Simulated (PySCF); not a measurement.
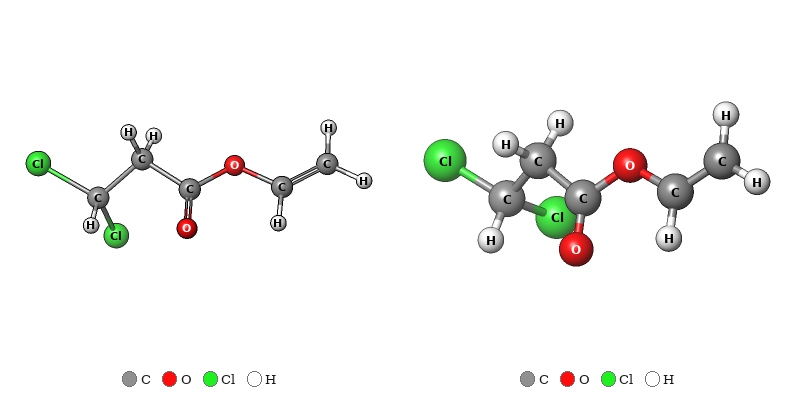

Both panels show the same species.

Computed geometry: GFN2-xTB optimisation. No frequency run is at hand to confirm it as a minimum.

Which formula does it have?

Answer. C₅H₆Cl₂O₂, 15 atoms: 5 carbon, 6 hydrogen, 2 chlorine and 2 oxygen.

Does it have rings?

Answer. It has no ring.

Count the bonded pairs by element.

Answer. 6 C–H, 3 C–C, 3 C–O, 2 C–Cl.

Write the SMILES.

Answer. C=COC(=O)CC(Cl)Cl

More results for the same structure follow; atom numbers are the same in all pictures, views and colours differ.

Geometry

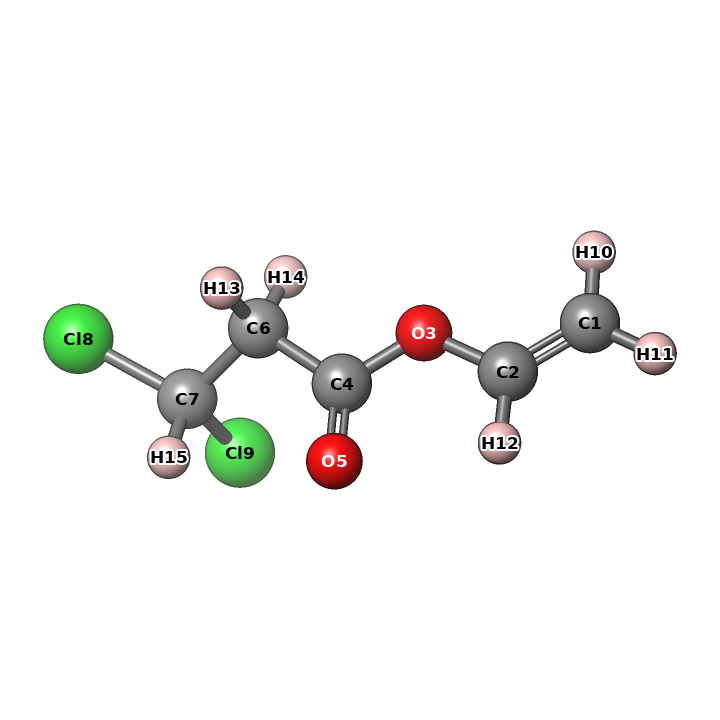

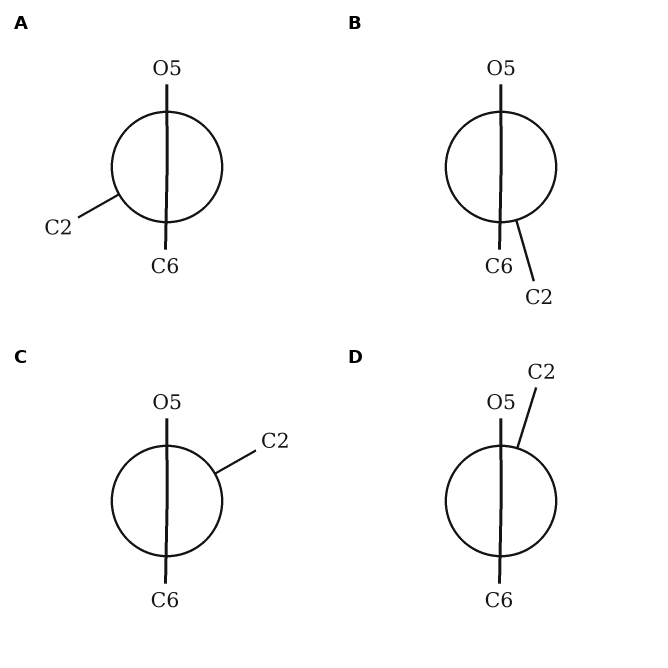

Atoms fade into the background with distance from the viewer. Bonds that would overlap in a projection are set slightly apart. No frequency run is at hand to confirm it as a minimum.

Which Newman projection shows the view along C4–O3, with C4 in front?

Answer. D. The torsion angle O5–C4–O3–C2 is 0°, synperiplanar (eclipsed).

Polarisability

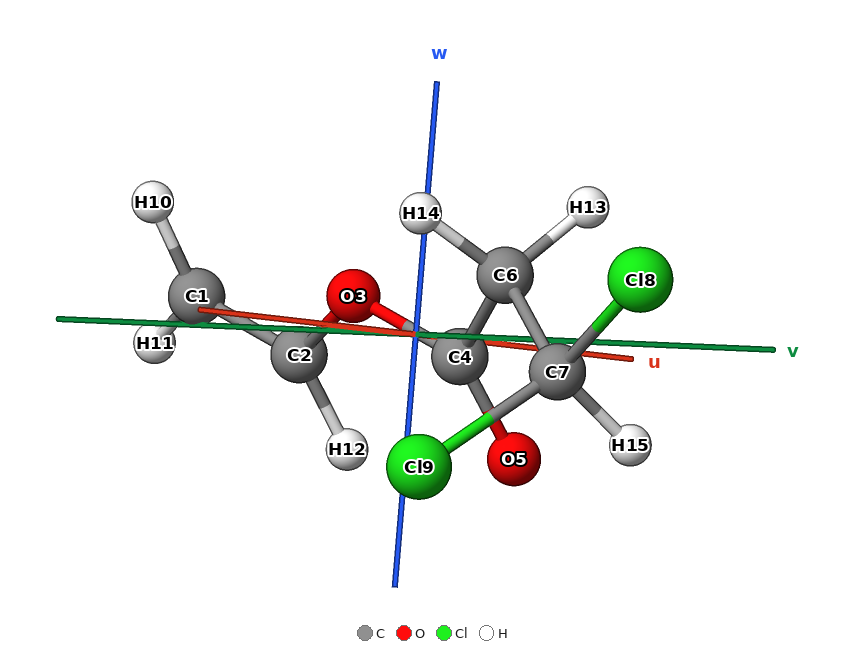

The lines u, v and w are the principal axes of the static dipole polarisability. No frequency run is at hand to confirm it as a minimum. Level of theory: PBE0/def2-SVPD (PySCF 2.14.0).

Along which axis is the molecule most polarisable, and along which least?

Answer. Most along v (close to the long direction C1···Cl8), least along u.

Give the three principal values.

Answer. u 78.8, v 129.6, w 84.7 bohr³; mean 97.7, anisotropy 48.2 bohr³.

Excitation

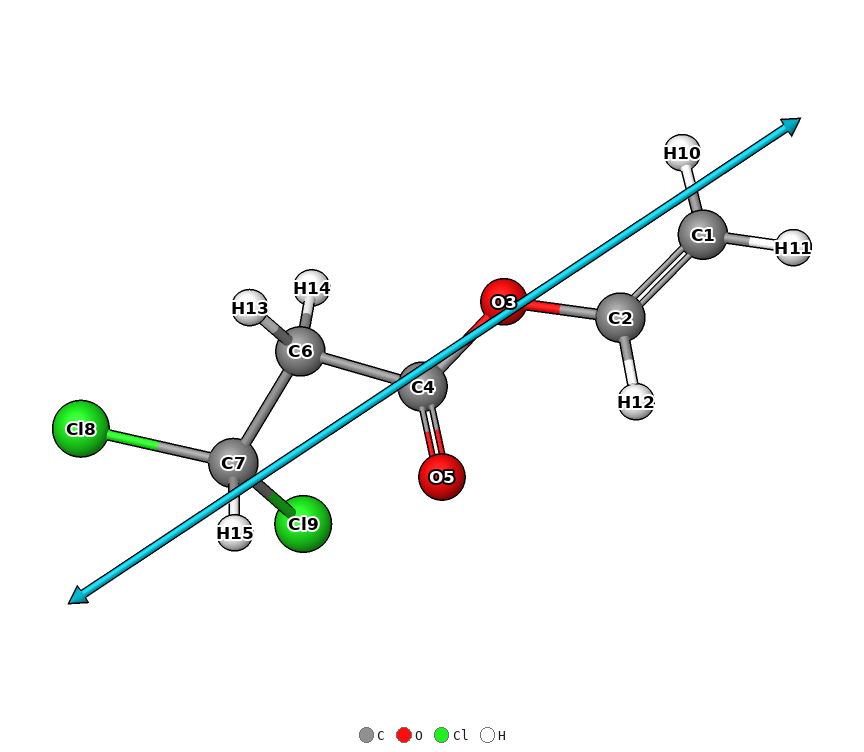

The double arrow shows the direction of the transition dipole to excited singlet state 2 (its length means nothing). No frequency run is at hand to confirm it as a minimum. Level of theory: TDDFT PBE0/def2-SVPD, vertical, gas phase, core orbitals frozen in the response (PySCF 2.14.0).

Give its energy, strength and character.

Answer. 6.13 eV (202 nm), oscillator strength 0.33, mainly HOMO → LUMO (weight 0.95); transition dipole 3.79 D.

Charges

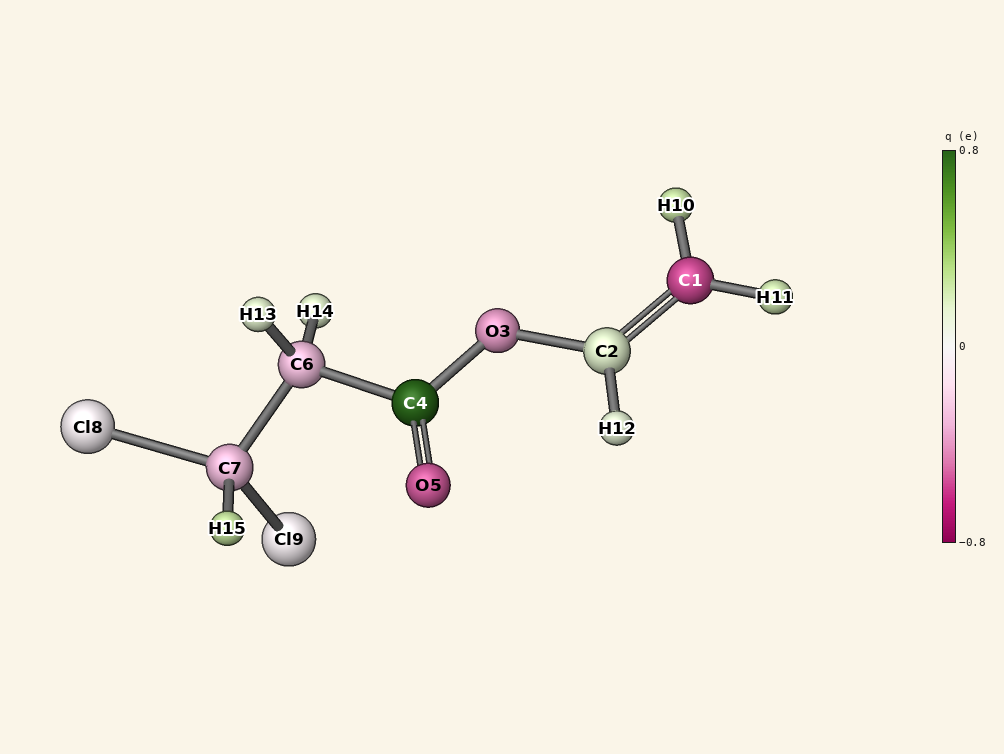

Atoms are coloured by their ESP-fitted charges. No frequency run is at hand to confirm it as a minimum. Method: PBE0/pcSseg-1, gas phase (PySCF 2.14.0).

Give the ESP-fitted charges atom by atom.

```tsv
atom	value (e)
C1	−0.56
C2	0.16
O3	−0.38
C4	0.79
O5	−0.52
C6	−0.28
C7	−0.29
Cl8	−0.04
Cl9	−0.04
H10	0.24
H11	0.22
H12	0.13
H13	0.16
H14	0.16
H15	0.26
```
